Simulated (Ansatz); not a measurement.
# One shape, several levels: InH3Cl− ([InClH3]-)

Wanted: a comparison of 6 runs (BLYP/STO-3G, PBE0/STO-3G, UPBE/STO-3G, MP2/STO-3G, CCSDT(Q)/STO-3G, FCI/STO-3G) of InH3Cl− ([InClH3]-). 

The calculation is run with Ansatz 0.2.0.

6 further runs of the same task are left out: 6 that didn't finish.

## (1) The structure to begin with

InH3Cl−: 5 atoms, total charge -1, spin state singlet. SMILES: `[H][In-]([H])([H])[Cl]`. The Cl2–In1 distance was set to 4.679 Å, away from the relaxed value. At this shape a bond of the SMILES string is far longer than usual.

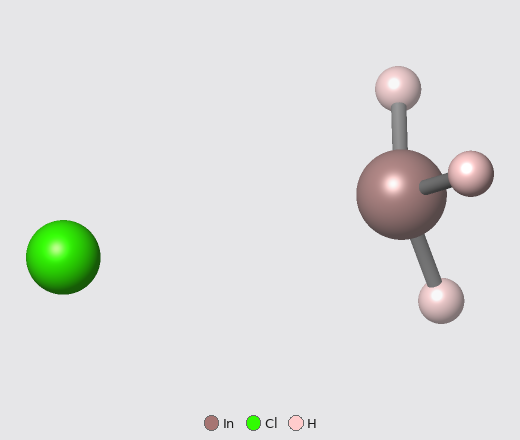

The structure, seen from a chosen angle (indium brown, chlorine green, hydrogen pink).

## (2) A single-point energy at BLYP/STO-3G (run 1)

Contents of job.yaml:

```yaml
crystal:
  periodic: [false, false, false]
  atoms:
    - {symbol: In, position_ang: [-0.017100, 0.021590, -2.515076]}
    - {symbol: Cl, position_ang: [0.012800, -0.020350, 2.163640]}
    - {symbol: H, position_ang: [1.605840, 0.034350, -3.010306]}
    - {symbol: H, position_ang: [-0.833040, 1.431960, -2.985316]}
    - {symbol: H, position_ang: [-0.828300, -1.383670, -3.010436]}
basis:
  gaussian:
    orbitals: STO-3G
total_charge: -1
hamiltonian:
  xc: {name: BLYP}
accuracy: high
```

The run is started by

```sh
$ ansatz run job.yaml --threads 1 --pin off --max-ram 2610MiB --events-out events.jsonl --progress --plain --runs-dir runs
```

Standard output:

```text
Warning: RAYON_NUM_THREADS=1 ignored (pool sized by the plan → 1); use --threads N
Functional definition: BLYP
  name "BLYP"
  parameter beta = 0.0042
  parameter a = 0.04918
  parameter b = 0.132
  parameter c = 0.2533
  parameter d = 0.349
  exchange = b88_x(beta = beta)
  correlation = lyp_c(a = a, b = b, c = c, d = d)
671 factors; integrals over basis functions are off by at most 3.8e-8 eV
mean field evaluation 1: about -167107.6175 eV, gradient 5.5e1 eV
mean field evaluation 2: about -167088.0517 eV, gradient 3.5e1 eV
mean field evaluation 4: about -167118.9077 eV, gradient 3.5e0 eV
mean field evaluation 8: about -167119.1016 eV, gradient 2.8e0 eV
mean field evaluation 16: about -167119.5638 eV, gradient 2.5e-7 eV
mean field evaluation 32: about -167119.5260 eV, gradient 7.3e-1 eV
mean field -167119.56380637 eV, -6141.5306921754 hartree, gradient 7.5e-9 eV, S^2 0.000000; 2 other end points of the search recorded, 0 dependent functions left out
reference -167119.56385388 eV, -6141.5306939211 hartree; 35, 35 occupied and 4, 4 virtual orbitals, 671 factors
Total energy: -167119.56385388 eV, -6141.5306939211 hartree
```

It took 2.4 s on 1 thread of Arm Neoverse V1, shared host; peak memory 0.11 GiB.

## (3) A single-point energy at PBE0/STO-3G (run 2)

Contents of molecule.yaml:

```yaml
crystal:
  periodic: [false, false, false]
  atoms:
    - symbol: In
      position_ang: [-0.017100, 0.021590, -2.515076]
    - symbol: Cl
      position_ang: [0.012800, -0.020350, 2.163640]
    - symbol: H
      position_ang: [1.605840, 0.034350, -3.010306]
    - symbol: H
      position_ang: [-0.833040, 1.431960, -2.985316]
    - symbol: H
      position_ang: [-0.828300, -1.383670, -3.010436]
basis:
  gaussian: {orbitals: STO-3G}
total_charge: -1
hamiltonian: {xc: pbe0}
accuracy: high
```

The run is started by

```sh
$ ansatz run molecule.yaml --threads 1 --pin off --max-ram 2610MiB --events-out events.jsonl --progress --plain --runs-dir runs
```

Standard output:

```text
Warning: RAYON_NUM_THREADS=1 ignored (pool sized by the plan → 1); use --threads N
Functional definition: PBE0
  name "PBE0"
  parameter a = 0.25
  parameter kappa = 0.804
  parameter beta = 0.06672455060314922
  exchange = (1 - a)*pbe_x(kappa = kappa, mu = beta*pi^2/3) + a*exact_x
  correlation = pbe_c(beta = beta)
671 factors; integrals over basis functions are off by at most 3.8e-8 eV
mean field evaluation 1: about -167112.7553 eV, gradient 1.3e1 eV
mean field evaluation 2: about -167087.3520 eV, gradient 1.5e1 eV
mean field evaluation 4: about -167113.4312 eV, gradient 1.8e0 eV
mean field evaluation 8: about -167113.6328 eV, gradient 1.6e0 eV
mean field evaluation 16: about -167113.6343 eV, gradient 1.1e-4 eV
mean field evaluation 32: about -167107.0181 eV, gradient 2.8e1 eV
mean field -167113.63425850 eV, -6141.3127853100 hartree, gradient 2.8e-8 eV, S^2 0.000000; 2 other end points of the search recorded, 0 dependent functions left out
reference -167113.63426020 eV, -6141.3127853728 hartree; 35, 35 occupied and 4, 4 virtual orbitals, 671 factors
Total energy: -167113.63426020 eV, -6141.3127853728 hartree
```

Run time: 2.6 s. Hardware: 1 thread of Arm Neoverse V1, shared host; peak memory 0.13 GiB.

## (4) The energy at UPBE/STO-3G (run 3)

Contents of job.yaml:

```yaml
crystal:
  periodic: [false, false, false]
  atoms:
    - symbol: In
      position_ang: [-0.017100, 0.021590, -2.515076]
    - symbol: Cl
      position_ang: [0.012800, -0.020350, 2.163640]
    - symbol: H
      position_ang: [1.605840, 0.034350, -3.010306]
    - symbol: H
      position_ang: [-0.833040, 1.431960, -2.985316]
    - symbol: H
      position_ang: [-0.828300, -1.383670, -3.010436]
basis:
  gaussian: {orbitals: STO-3G}
total_charge: -1
magnetization: {spin_polarized: true, initial_magnetization: 0}
hamiltonian: {xc: pbe}
accuracy: high
```

The run is started by

```sh
$ ansatz run job.yaml --threads 1 --pin off --max-ram 2610MiB --events-out events.jsonl --progress --plain --runs-dir runs
```

Standard output:

```text
Warning: RAYON_NUM_THREADS=1 ignored (pool sized by the plan → 1); use --threads N
Functional definition: PBE
  name "PBE"
  parameter kappa = 0.804
  parameter beta = 0.06672455060314922
  exchange = pbe_x(kappa = kappa, mu = beta*pi^2/3)
  correlation = pbe_c(beta = beta)
671 factors; integrals over basis functions are off by at most 3.8e-8 eV
mean field evaluation 1: about -167093.8101 eV, gradient 3.3e1 eV
mean field evaluation 2: about -167072.2171 eV, gradient 2.3e1 eV
mean field evaluation 4: about -167102.2728 eV, gradient 2.4e0 eV
mean field evaluation 8: about -167102.5027 eV, gradient 2.0e0 eV
mean field evaluation 16: about -167102.8724 eV, gradient 5.5e-7 eV
mean field evaluation 32: about -167102.8980 eV, gradient 5.4e-3 eV
mean field evaluation 64: about -167102.8720 eV, gradient 3.0e-1 eV
mean field -167102.89796285 eV, -6140.9182337222 hartree, gradient 2.0e-8 eV, S^2 0.177808; 9 other end points of the search recorded, 0 dependent functions left out
reference -167102.89796513 eV, -6140.9182338062 hartree; 35, 35 occupied and 4, 4 virtual orbitals, 671 factors
Total energy: -167102.89796513 eV, -6140.9182338062 hartree
```

Run time: 9.3 s. Hardware: 1 thread of Arm Neoverse V1, shared host; peak memory 0.15 GiB.

Runs 4 to 5 aren't shown in full; the table further down has their settings and results.

## (5) A single-point energy at FCI/STO-3G (run 6)

Contents of in.yaml:

```yaml
crystal:
  periodic: [false, false, false]
  atoms:
    - symbol: In
      position_ang: [-0.017100, 0.021590, -2.515076]
    - symbol: Cl
      position_ang: [0.012800, -0.020350, 2.163640]
    - symbol: H
      position_ang: [1.605840, 0.034350, -3.010306]
    - symbol: H
      position_ang: [-0.833040, 1.431960, -2.985316]
    - symbol: H
      position_ang: [-0.828300, -1.383670, -3.010436]
basis:
  gaussian:
    orbitals: STO-3G
total_charge: -1
correlation:
  method: fci
  frozen_orbitals: {Cl: 5, H: 0, In: 18}
accuracy: high
```

The run is started by

```sh
$ ansatz run in.yaml --threads 1 --pin off --max-ram 2610MiB --events-out events.jsonl --progress --plain --runs-dir runs
```

Standard output:

```text
Warning: RAYON_NUM_THREADS=1 ignored (pool sized by the plan → 1); use --threads N
Functional definition: HF
  name "HF"
  exchange = exact_x
  correlation = 0
671 factors; integrals over basis functions are off by at most 3.8e-8 eV
mean field evaluation 1: about -167051.9444 eV, gradient 8.1e0 eV
mean field evaluation 2: about -167051.9383 eV, gradient 8.0e0 eV
mean field evaluation 4: about -167052.3841 eV, gradient 2.3e-1 eV
mean field evaluation 8: about -167052.3845 eV, gradient 5.8e-4 eV
mean field -167052.38451641 eV, -6139.0618988050 hartree, gradient 2.3e-8 eV, S^2 0.000000; 0 other end points of the search recorded, 0 dependent functions left out
23 core orbitals not correlated: weight in the atoms' cores, before any rotation towards them, 1.000 or more for the frozen orbitals, at most 0.000 for the correlated occupied ones
reference -167052.38451641 eV, -6139.0618988050 hartree; 12, 12 occupied and 4, 4 virtual orbitals, 671 factors
state -167053.78035518 eV, -6139.1131949337 hartree
Total energy: -167053.78035518 eV, -6139.1131949337 hartree
```

It took 10 s on 1 thread of Arm Neoverse V1, shared host; peak memory 0.32 GiB.

## (6) All runs side by side

```
run            level  frozen core orbitals   energy (Eh)  wall time
  1      BLYP/STO-3G                     –  -6141.530694      2.4 s
  2      PBE0/STO-3G                     –  -6141.312785      2.6 s
  3      UPBE/STO-3G                     –  -6140.918234      9.3 s
  4       MP2/STO-3G                    23  -6139.095440     0.62 s
  5  CCSDT(Q)/STO-3G                    23  -6139.113189      1.2 s
  6       FCI/STO-3G                    23  -6139.113195       10 s
```

## (7) What came out

| quantity | value |
| --- | --- |
| run 6: total energy | -6139.11319 Eh |
| run 6: correlation energy (23 core orbitals frozen) | -51.3 mEh |

Against full CI in this basis: MP2 +17.8 mEh; CCSDT(Q) +0.0 mEh. Totals of different functionals can't be ranked against each other. In runs 1, 2, 3, 4, 5, 6 the basis is minimal, so the values are rough. In runs 1, 2, 3, 4, 5, 6 relativity is left out where basis or elements ask for it. Spin contamination of the reference: run 3 ⟨S²⟩ = 0.18. All runs together took 26 s, the longest 10 s.
